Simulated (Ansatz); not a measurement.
**The silicon atom (triplet): from Hartree-Fock to the top rungs, def2-SVP**

How much of the correlation energy of the silicon atom (triplet) does each wave-function method recover here?

Computed with Ansatz 0.2.0, Gaussian basis. Level: def2-SVP, core rule «outside noble gas», up to 5 orbitals frozen.

The runs, in order: UHF; CCSD(T) on ROHF; CCSD(T) on UHF; BCCD(T) on ROHF; CISD; CCSDT(Q) on ROHF; CCSDT(Q) on UHF; CASSCF and MRCISD+Q, 4 electrons in 4 orbitals; CASSCF and MRCISD+Q(relaxed), 4 electrons in 4 orbitals; CASSCF and NEVPT4(SD), 4 electrons in 4 orbitals; CASSCF and NEVPT2, 4 electrons in 4 orbitals.

## Step 1: The atom

A free atom, in its lowest state of this spin that the program finds.

1 atom, charge 0, spin multiplicity 3.

In the tables R marks a restricted open-shell determinant and U an unrestricted one; 'valence' is the active space of 4 electrons in 4 orbitals; energies count from the table's Hartree-Fock row.

## Step 2: UHF

Contents of in.yaml:

```yaml
crystal:
  periodic: [false, false, false]
  atoms:
    - {symbol: Si, position_ang: [0.000000, 0.000000, 0.000000]}
basis:
  gaussian: {orbitals: def2-SVP}
magnetization: {spin_polarized: true, initial_magnetization: 2}
hamiltonian: {xc: hf}
output: {orbitals: {seedname: orbitals}}
```

Run with:

```bash
$ ansatz run in.yaml --threads 1 --pin off --events-out ev --progress --plain --max-ram 2393MiB
```

The log of the run:

```text
Functional definition: HF
  name "HF"
  cite "Fock, Z. Phys. 61, 126 (1930) doi:10.1007/BF01340294"
  parent pbe
  exchange = exact_x
  correlation = 0
98 factors; integrals over basis functions are off by at most 5.2e-5 eV
mean field evaluation 1: about -7857.1891 eV, gradient 3.6e0 eV
mean field evaluation 2: about -7857.1929 eV, gradient 3.7e0 eV
mean field evaluation 4: about -7857.3728 eV, gradient 1.4e-1 eV
mean field evaluation 8: about -7857.3729 eV, gradient 1.2e-5 eV
mean field evaluation 16: about -7857.3729 eV, gradient 3.1e-3 eV
mean field -7857.37290716 eV, -288.7531284196 hartree, gradient 3.1e-5 eV, S^2 2.008908; 2 other end points of the search recorded, 0 dependent functions left out
reference -7857.37290716 eV, -288.7531284196 hartree; 8, 6 occupied and 10, 12 virtual orbitals, 98 factors
Total energy: -7857.37290716 eV, -288.7531284196 hartree
```

It took 0.06 s on 1 thread of Arm Neoverse V2, shared host.

From the report: ⟨S²⟩ of the determinant 2.009 (pure triplet: 2.00).

## Step 3: CCSD(T) on ROHF

Contents of in.yaml:

```yaml
crystal:
  periodic: [false, false, false]
  atoms:
    - {symbol: Si, position_ang: [0.000000, 0.000000, 0.000000]}
basis:
  gaussian: {orbitals: def2-SVP}
magnetization: {spin_polarized: false, initial_magnetization: 2}
correlation: {method: ccsd_t, electrons: outside_noble_gas}
```

Launched as before.

The log of the run, cut to the lines that bear on the results:

```text
Functional definition: HF
  name "HF"
  cite "Fock, Z. Phys. 61, 126 (1930) doi:10.1007/BF01340294"
  parent pbe
[...]
98 factors; integrals over basis functions are off by at most 5.2e-5 eV
[...]
mean field -7857.28285629 eV, -288.7498191110 hartree, gradient 2.8e-6 eV, S^2 2.000000; 4 other end points of the search recorded, 0 dependent functions left out
5 core orbitals not correlated: weight in the atoms' cores, before any rotation towards them, 1.000 or more for the frozen orbitals, at most 0.000 for the correlated occupied ones
reference -7857.28285629 eV, -288.7498191110 hartree; 3, 1 occupied and 10, 12 virtual orbitals, 98 factors
second order -1.20951809 eV of doubles, -0.05547927 eV of singles
cycle   1  -1.60773365 eV  change   -3.4e-1 eV  update   5.3e-2
[...]
cycle   9  -1.75931748 eV  change    1.4e-6 eV  update   2.7e-7
perturbative correction -0.02902505 eV, -0.0010666508 hartree
Total energy: -7859.07119881 eV, -288.8155394865 hartree
```

Run time: 0.18 s. Hardware: 1 thread of Arm Neoverse V2, shared host.

From the report: correlation -1.7883 eV; T1 0.021; largest double amplitude 0.11.

## Step 4: CCSD(T) on UHF

Contents of in.yaml:

```yaml
crystal:
  periodic: [false, false, false]
  atoms:
    - {symbol: Si, position_ang: [0.000000, 0.000000, 0.000000]}
basis:
  gaussian: {orbitals: def2-SVP}
magnetization: {spin_polarized: true, initial_magnetization: 2}
correlation: {method: ccsd_t, electrons: outside_noble_gas}
```

Same command.

The log of the run, cut to the lines that bear on the results:

```text
Functional definition: HF
  name "HF"
  cite "Fock, Z. Phys. 61, 126 (1930) doi:10.1007/BF01340294"
  parent pbe
[...]
98 factors; integrals over basis functions are off by at most 5.2e-5 eV
[...]
mean field -7857.37290716 eV, -288.7531284196 hartree, gradient 2.5e-6 eV, S^2 2.008908; 4 other end points of the search recorded, 0 dependent functions left out
5 core orbitals not correlated: weight in the atoms' cores, before any rotation towards them, 1.000 or more for the frozen orbitals, at most 0.000 for the correlated occupied ones
reference -7857.37290716 eV, -288.7531284196 hartree; 3, 1 occupied and 10, 12 virtual orbitals, 98 factors
second order -1.18342652 eV of doubles, -0.00000000 eV of singles
cycle   1  -1.51449306 eV  change   -3.3e-1 eV  update   5.3e-2
[...]
cycle   9  -1.67228361 eV  change    1.7e-6 eV  update   2.9e-7
perturbative correction -0.02658707 eV, -0.0009770567 hartree
Total energy: -7859.07177784 eV, -288.8155607654 hartree
```

It took 0.15 s on 1 thread of Arm Neoverse V2, shared host.

From the report: ⟨S²⟩ of the determinant 2.009 (pure triplet: 2.00); correlation -1.6989 eV; T1 0.010; largest double amplitude 0.11.

## Step 5: BCCD(T) on ROHF

Contents of in.yaml:

```yaml
crystal:
  periodic: [false, false, false]
  atoms:
    - {symbol: Si, position_ang: [0.000000, 0.000000, 0.000000]}
basis:
  gaussian: {orbitals: def2-SVP}
magnetization: {spin_polarized: false, initial_magnetization: 2}
correlation: {method: bccd_t, electrons: outside_noble_gas}
```

Same command.

The log of the run, cut to the lines that bear on the results:

```text
Functional definition: HF
  name "HF"
  cite "Fock, Z. Phys. 61, 126 (1930) doi:10.1007/BF01340294"
  parent pbe
[...]
98 factors; integrals over basis functions are off by at most 5.2e-5 eV
[...]
mean field -7857.28285629 eV, -288.7498191110 hartree, gradient 2.8e-6 eV, S^2 2.000000; 4 other end points of the search recorded, 0 dependent functions left out
5 core orbitals not correlated: weight in the atoms' cores, before any rotation towards them, 1.000 or more for the frozen orbitals, at most 0.000 for the correlated occupied ones
reference -7857.28285629 eV, -288.7498191110 hartree; 3, 1 occupied and 10, 12 virtual orbitals, 98 factors
second order -1.20951809 eV of doubles, -0.05547927 eV of singles
cycle   1  -1.61533075 eV  change   -3.5e-1 eV  update   5.3e-2
[...]
cycle   8  -1.76012756 eV  change    2.1e-6 eV  update   1.1e-6
perturbative correction -0.02803256 eV, -0.0010301774 hartree
Total energy: -7859.07101640 eV, -288.8155327831 hartree
```

Run time: 0.21 s. Hardware: 1 thread of Arm Neoverse V2, shared host.

From the report: correlation -1.7882 eV; largest double amplitude 0.11.

## Step 6: CISD

in.yaml, as its differences from that of step 5:

```diff
@@ -7,2 +7,2 @@
 magnetization: {spin_polarized: false, initial_magnetization: 2}
-correlation: {method: bccd_t, electrons: outside_noble_gas}
+correlation: {active_space: {ras: {orbitals: [1, 2, 10], electrons: 4, max_holes: 2, max_particles: 2}, fixed_orbitals: true}}
```

The command is unchanged.

The log of the run:

```text
Functional definition: HF
  name "HF"
  cite "Fock, Z. Phys. 61, 126 (1930) doi:10.1007/BF01340294"
  parent pbe
  exchange = exact_x
  correlation = 0
98 factors; integrals over basis functions are off by at most 5.2e-5 eV
mean field evaluation 1: about -7857.1227 eV, gradient 3.4e0 eV
mean field evaluation 2: about -7857.1227 eV, gradient 3.4e0 eV
mean field evaluation 4: about -7857.2817 eV, gradient 2.3e-1 eV
mean field evaluation 8: about -7857.2829 eV, gradient 8.6e-7 eV
mean field evaluation 16: about -7857.2829 eV, gradient 2.2e-3 eV
mean field evaluation 32: about -7857.2829 eV, gradient 2.1e-3 eV
mean field -7857.28285629 eV, -288.7498191110 hartree, gradient 2.8e-6 eV, S^2 2.000000; 3 other end points of the search recorded, 0 dependent functions left out
reference -7857.28285629 eV, -288.7498191110 hartree; 8, 6 occupied and 10, 12 virtual orbitals, 98 factors
state -7859.03329402 eV, -288.8141465112 hartree
Total energy: -7859.03329402 eV, -288.8141465112 hartree
```

Run time: 0.09 s. Hardware: 1 thread of Arm Neoverse V2, shared host.

From the report: 178 determinants.

## Step 7: CCSDT(Q) on ROHF

Contents of in.yaml:

```yaml
crystal:
  periodic: [false, false, false]
  atoms:
    - {symbol: Si, position_ang: [0.000000, 0.000000, 0.000000]}
basis:
  gaussian: {orbitals: def2-SVP}
magnetization: {spin_polarized: false, initial_magnetization: 2}
correlation: {method: ccsdt_q, electrons: outside_noble_gas}
```

Launched as before.

The log of the run, cut to the lines that bear on the results:

```text
Functional definition: HF
  name "HF"
  cite "Fock, Z. Phys. 61, 126 (1930) doi:10.1007/BF01340294"
  parent pbe
[...]
131 factors; integrals over basis functions are off by at most 2.4e-8 eV
[...]
mean field -7857.28285741 eV, -288.7498191523 hartree, gradient 2.8e-6 eV, S^2 2.000000; 4 other end points of the search recorded, 0 dependent functions left out
5 core orbitals not correlated: weight in the atoms' cores, before any rotation towards them, 1.000 or more for the frozen orbitals, at most 0.000 for the correlated occupied ones
reference -7857.28285741 eV, -288.7498191523 hartree; 3, 1 occupied and 10, 12 virtual orbitals, 131 factors
second order -1.20953257 eV of doubles, -0.05547943 eV of singles
cycle   1  -1.60775007 eV  change   -3.4e-1 eV  update   5.5e-2
[...]
cycle  11  -1.79887689 eV  change   -8.0e-9 eV  update   3.1e-8
perturbative correction -0.00076584 eV, -0.0000281439 hartree
Total energy: -7859.08250014 eV, -288.8159548026 hartree
```

Wall time 0.72 s (1 thread of Arm Neoverse V2, shared host).

From the report: correlation -1.7996 eV; T1 0.021; largest double amplitude 0.12.

## Step 8: CCSDT(Q) on UHF

Contents of in.yaml:

```yaml
crystal:
  periodic: [false, false, false]
  atoms:
    - {symbol: Si, position_ang: [0.000000, 0.000000, 0.000000]}
basis:
  gaussian: {orbitals: def2-SVP}
magnetization: {spin_polarized: true, initial_magnetization: 2}
correlation: {method: ccsdt_q, electrons: outside_noble_gas}
```

Launched as before.

The log of the run, cut to the lines that bear on the results:

```text
Functional definition: HF
  name "HF"
  cite "Fock, Z. Phys. 61, 126 (1930) doi:10.1007/BF01340294"
  parent pbe
[...]
131 factors; integrals over basis functions are off by at most 2.4e-8 eV
[...]
mean field -7857.37290870 eV, -288.7531284759 hartree, gradient 2.5e-6 eV, S^2 2.008908; 4 other end points of the search recorded, 0 dependent functions left out
5 core orbitals not correlated: weight in the atoms' cores, before any rotation towards them, 1.000 or more for the frozen orbitals, at most 0.000 for the correlated occupied ones
reference -7857.37290870 eV, -288.7531284759 hartree; 3, 1 occupied and 10, 12 virtual orbitals, 131 factors
second order -1.18344067 eV of doubles, -0.00000000 eV of singles
cycle   1  -1.51450895 eV  change   -3.3e-1 eV  update   5.5e-2
[...]
cycle  10  -1.70899461 eV  change    3.8e-8 eV  update   1.1e-7
perturbative correction -0.00074777 eV, -0.0000274800 hartree
Total energy: -7859.08265107 eV, -288.8159603494 hartree
```

Wall time 0.69 s (1 thread of Arm Neoverse V2, shared host).

From the report: ⟨S²⟩ of the determinant 2.009 (pure triplet: 2.00); correlation -1.7097 eV; T1 0.010; largest double amplitude 0.12.

## Step 9: CASSCF and MRCISD+Q, 4 electrons in 4 orbitals

Contents of in.yaml:

```yaml
crystal:
  periodic: [false, false, false]
  atoms:
    - {symbol: Si, position_ang: [0.000000, 0.000000, 0.000000]}
basis:
  gaussian: {orbitals: def2-SVP}
magnetization: {spin_polarized: false, initial_magnetization: 2}
correlation: {method: fic_mrcisd_q, electrons: outside_noble_gas, active_space: {window: {electrons: 4, orbitals: 4}, shells: [{species: Si, l: s, shell: 3}, {species: Si, l: p, shell: 3}]}}
```

Launched as before.

The log of the run, cut to the lines that bear on the results:

```text
Functional definition: HF
  name "HF"
  cite "Fock, Z. Phys. 61, 126 (1930) doi:10.1007/BF01340294"
  parent pbe
[...]
131 factors; integrals over basis functions are off by at most 2.4e-8 eV
[...]
mean field -7857.28285741 eV, -288.7498191523 hartree, gradient 2.8e-6 eV, S^2 2.000000; 3 other end points of the search recorded, 0 dependent functions left out
reference -7857.28285741 eV, -288.7498191523 hartree; 8, 6 occupied and 10, 12 virtual orbitals, 131 factors
state -7857.63953053 eV, -288.7629266477 hartree
contracted CI cycle   1: correlation 0.00000000 eV, 0.0000000000 hartree, residual 6.87e0 eV
contracted CI cycle   2: correlation -1.37623605 eV, -0.0505757421 hartree, residual 1.21e0 eV
contracted CI cycle   3: correlation -1.41355375 eV, -0.0519471421 hartree, residual 1.45e-1 eV
contracted CI cycle   4: correlation -1.41432781 eV, -0.0519755884 hartree, residual 2.87e-2 eV
contracted CI cycle   5: correlation -1.41435038 eV, -0.0519764179 hartree, residual 6.22e-3 eV
contracted CI cycle   6: correlation -1.41435140 eV, -0.0519764552 hartree, residual 1.00e-3 eV
contracted CI cycle   7: correlation -1.41435143 eV, -0.0519764562 hartree, residual 2.00e-4 eV
state -7857.63953053 eV, -288.7629266477 hartree; corrected -7859.11760060 eV, -288.8172447208 hartree
Total energy: -7859.11760060 eV, -288.8172447208 hartree
Checks for a lower state left out: starts, orbital_swaps
```

Run time: 0.21 s. Hardware: 1 thread of Arm Neoverse V2, shared host.

From the report: 4 determinants; active occupations 1.96, 1.00, 1.00, 0.04.

## Step 10: CASSCF and MRCISD+Q(relaxed), 4 electrons in 4 orbitals

Contents of in.yaml:

```yaml
crystal:
  periodic: [false, false, false]
  atoms:
    - {symbol: Si, position_ang: [0.000000, 0.000000, 0.000000]}
basis:
  gaussian: {orbitals: def2-SVP}
magnetization: {spin_polarized: false, initial_magnetization: 2}
correlation: {method: fic_mrcisd_q_relaxed, electrons: outside_noble_gas, active_space: {window: {electrons: 4, orbitals: 4}, shells: [{species: Si, l: s, shell: 3}, {species: Si, l: p, shell: 3}]}}
```

Launched as before.

The log of the run, cut to the lines that bear on the results:

```text
Functional definition: HF
  name "HF"
  cite "Fock, Z. Phys. 61, 126 (1930) doi:10.1007/BF01340294"
  parent pbe
[...]
131 factors; integrals over basis functions are off by at most 2.4e-8 eV
[...]
mean field -7857.28285741 eV, -288.7498191523 hartree, gradient 2.8e-6 eV, S^2 2.000000; 3 other end points of the search recorded, 0 dependent functions left out
reference -7857.28285741 eV, -288.7498191523 hartree; 8, 6 occupied and 10, 12 virtual orbitals, 131 factors
state -7857.63953053 eV, -288.7629266477 hartree
contracted CI cycle   1: correlation 0.00000000 eV, 0.0000000000 hartree, residual 6.87e0 eV
contracted CI cycle   2: correlation -1.37623605 eV, -0.0505757421 hartree, residual 1.22e0 eV
contracted CI cycle   3: correlation -1.41469373 eV, -0.0519890358 hartree, residual 2.09e-1 eV
contracted CI cycle   4: correlation -1.41589598 eV, -0.0520332175 hartree, residual 5.58e-2 eV
contracted CI cycle   5: correlation -1.41600950 eV, -0.0520373894 hartree, residual 1.41e-2 eV
contracted CI cycle   6: correlation -1.41601477 eV, -0.0520375830 hartree, residual 2.41e-3 eV
contracted CI cycle   7: correlation -1.41601493 eV, -0.0520375890 hartree, residual 3.65e-4 eV
state -7857.63953053 eV, -288.7629266477 hartree; corrected -7859.11940927 eV, -288.8173111882 hartree
Total energy: -7859.11940927 eV, -288.8173111882 hartree
Checks for a lower state left out: starts, orbital_swaps
```

Wall time 0.24 s (1 thread of Arm Neoverse V2, shared host).

From the report: 4 determinants; active occupations 1.96, 1.00, 1.00, 0.04.

## Step 11: CASSCF and NEVPT4(SD), 4 electrons in 4 orbitals

Contents of in.yaml:

```yaml
crystal:
  periodic: [false, false, false]
  atoms:
    - {symbol: Si, position_ang: [0.000000, 0.000000, 0.000000]}
basis:
  gaussian: {orbitals: def2-SVP}
magnetization: {spin_polarized: false, initial_magnetization: 2}
correlation: {method: fic_nevpt4_sd, electrons: outside_noble_gas, active_space: {window: {electrons: 4, orbitals: 4}, shells: [{species: Si, l: s, shell: 3}, {species: Si, l: p, shell: 3}]}}
```

Launched as before.

The log of the run:

```text
Functional definition: HF
  name "HF"
  cite "Fock, Z. Phys. 61, 126 (1930) doi:10.1007/BF01340294"
  parent pbe
  exchange = exact_x
  correlation = 0
131 factors; integrals over basis functions are off by at most 2.4e-8 eV
mean field evaluation 1: about -7857.1227 eV, gradient 3.4e0 eV
mean field evaluation 2: about -7857.1227 eV, gradient 3.4e0 eV
mean field evaluation 4: about -7857.2817 eV, gradient 2.3e-1 eV
mean field evaluation 8: about -7857.2829 eV, gradient 8.6e-7 eV
mean field evaluation 16: about -7857.2829 eV, gradient 2.2e-3 eV
mean field evaluation 32: about -7857.2829 eV, gradient 2.1e-3 eV
mean field -7857.28285741 eV, -288.7498191523 hartree, gradient 2.8e-6 eV, S^2 2.000000; 3 other end points of the search recorded, 0 dependent functions left out
reference -7857.28285741 eV, -288.7498191523 hartree; 8, 6 occupied and 10, 12 virtual orbitals, 131 factors
state -7857.63953053 eV, -288.7629266477 hartree
state -7857.63953053 eV, -288.7629266477 hartree; corrected -7859.07120953 eV, -288.8155398803 hartree
Total energy: -7859.07120953 eV, -288.8155398803 hartree
Checks for a lower state left out: starts, orbital_swaps
```

Run time: 0.21 s. Hardware: 1 thread of Arm Neoverse V2, shared host.

From the report: 4 determinants; active occupations 1.96, 1.00, 1.00, 0.04.

## Step 12: CASSCF and NEVPT2, 4 electrons in 4 orbitals

Contents of in.yaml:

```yaml
crystal:
  periodic: [false, false, false]
  atoms:
    - {symbol: Si, position_ang: [0.000000, 0.000000, 0.000000]}
basis:
  gaussian: {orbitals: def2-SVP}
magnetization: {spin_polarized: false, initial_magnetization: 2}
correlation: {method: sc_nevpt2, electrons: outside_noble_gas, active_space: {window: {electrons: 4, orbitals: 4}, shells: [{species: Si, l: s, shell: 3}, {species: Si, l: p, shell: 3}]}}
```

The command is unchanged.

The log of the run:

```text
Functional definition: HF
  name "HF"
  cite "Fock, Z. Phys. 61, 126 (1930) doi:10.1007/BF01340294"
  parent pbe
  exchange = exact_x
  correlation = 0
131 factors; integrals over basis functions are off by at most 2.4e-8 eV
mean field evaluation 1: about -7857.1227 eV, gradient 3.4e0 eV
mean field evaluation 2: about -7857.1227 eV, gradient 3.4e0 eV
mean field evaluation 4: about -7857.2817 eV, gradient 2.3e-1 eV
mean field evaluation 8: about -7857.2829 eV, gradient 8.6e-7 eV
mean field evaluation 16: about -7857.2829 eV, gradient 2.2e-3 eV
mean field evaluation 32: about -7857.2829 eV, gradient 2.1e-3 eV
mean field -7857.28285741 eV, -288.7498191523 hartree, gradient 2.8e-6 eV, S^2 2.000000; 3 other end points of the search recorded, 0 dependent functions left out
reference -7857.28285741 eV, -288.7498191523 hartree; 8, 6 occupied and 10, 12 virtual orbitals, 131 factors
state -7857.63953053 eV, -288.7629266477 hartree
state -7857.63953053 eV, -288.7629266477 hartree; corrected -7858.70889509 eV, -288.8022250702 hartree
Total energy: -7858.70889509 eV, -288.8022250702 hartree
Checks for a lower state left out: starts, orbital_swaps
```

It took 0.09 s on 1 thread of Arm Neoverse V2, shared host.

From the report: 4 determinants; active occupations 1.96, 1.00, 1.00, 0.04.

## Step 13: How many determinants matter

Natural occupations of the CASSCF valence state about the gap (report; correlated orbitals 1 to 4): 1.960, 1.000, 1.000, 0.040. The count of effectively unpaired electrons, Σ n²(2 − n)², is 2.01; a single determinant of this spin has 2.

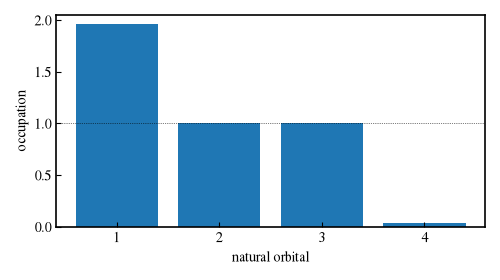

Natural occupations of the CASSCF valence state.

## Step 14: Misses and costs

The yardstick is UCCSDT(Q), where the cluster series has nearly closed. Rows without a time come out of other runs: HF, MP2 and CCSD of CCSD(T), CCSDT of CCSDT(Q), CASSCF and MRCISD of the multireference runs.

Differences are taken before rounding.

```csv
method,energy from the lowest RHF (kJ/mol),from UCCSDT(Q) (kJ/mol),time
RHF,0.0,+173.7,
UHF,-8.7,+165.0,
RMP2,-122.1,+51.6,
UMP2,-122.9,+50.8,
CISD,-168.9,+4.8,0.09 s
RCCSD,-169.7,+3.9,
UCCSD,-170.0,+3.6,
RCCSD(T),-172.5,+1.1,0.18 s
UCCSD(T),-172.6,+1.0,0.15 s
BCCD(T),-172.5,+1.1,0.21 s
RCCSDT,-173.6,+0.1,
UCCSDT,-173.6,+0.1,
RCCSDT(Q),-173.6,0.0,0.72 s
UCCSDT(Q),-173.7,0,0.69 s
CASSCF valence,-34.4,+139.2,
NEVPT2 valence,-137.6,+36.1,0.09 s
NEVPT4(SD) valence,-172.5,+1.1,0.21 s
MRCISD valence,-170.9,+2.8,
MRCISD+Q valence,-177.0,-3.4,0.21 s
MRCISD+Q(relaxed) valence,-177.2,-3.5,0.24 s
```

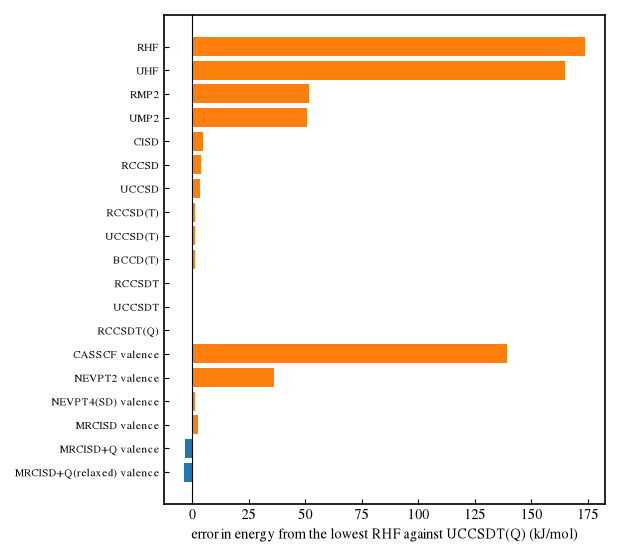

How far each level lands from UCCSDT(Q).

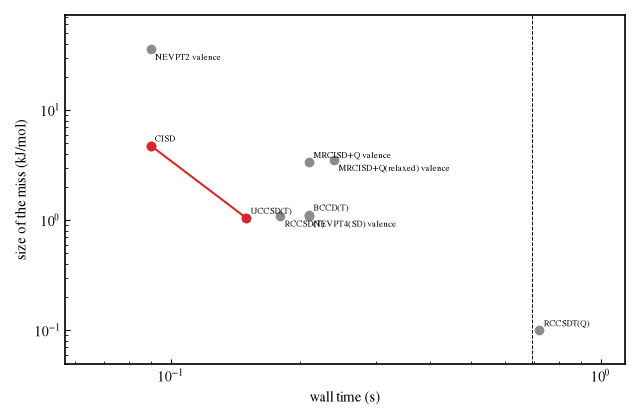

Miss against cost. Red marks the levels that no quicker level drawn beats (of those quicker than the yardstick), and the dashed line is the time of UCCSDT(Q). Misses under 0.1 kJ/mol are drawn at that value. Times are from a shared host. Runs this short are mostly start-up, so their order is noise.

## Step 15: Results

| quantity | value |
| --- | --- |
| UCCSDT(Q) below the RHF energy | -1.7998 eV |
| RMP2 from UCCSDT(Q) | +51.6 kJ/mol |
| UMP2 from UCCSDT(Q) | +50.8 kJ/mol |
| RCCSD from UCCSDT(Q) | +3.9 kJ/mol |
| RCCSD(T) from UCCSDT(Q) | +1.1 kJ/mol |
| UCCSD(T) from UCCSDT(Q) | +1.0 kJ/mol |
| RCCSDT(Q) from UCCSDT(Q) | 0.0 kJ/mol |
| NEVPT2 valence from UCCSDT(Q) | +36.1 kJ/mol |
| NEVPT4(SD) valence from UCCSDT(Q) | +1.1 kJ/mol |
| MRCISD+Q valence from UCCSDT(Q) | -3.4 kJ/mol |
| levels within 1 kcal/mol (43 meV) | RCCSD, UCCSD, RCCSD(T), UCCSD(T), BCCD(T), RCCSDT, UCCSDT, RCCSDT(Q), NEVPT4(SD) valence, MRCISD valence, MRCISD+Q valence, MRCISD+Q(relaxed) valence |
| T1 diagnostic | 0.021 |
| effectively unpaired electrons | 2.01 |

**Reading.** RCCSD(T) lands +1.1 kJ/mol from the yardstick (0.6 % of the correlation energy). One determinant dominates. Of the multireference levels listed NEVPT4(SD) valence comes nearest in total energy (+1.1 kJ/mol), which doesn't show that its space is the better one. These misses are within one basis, not against nature; the frozen cores of restricted and unrestricted runs differ, which can shift their rows.
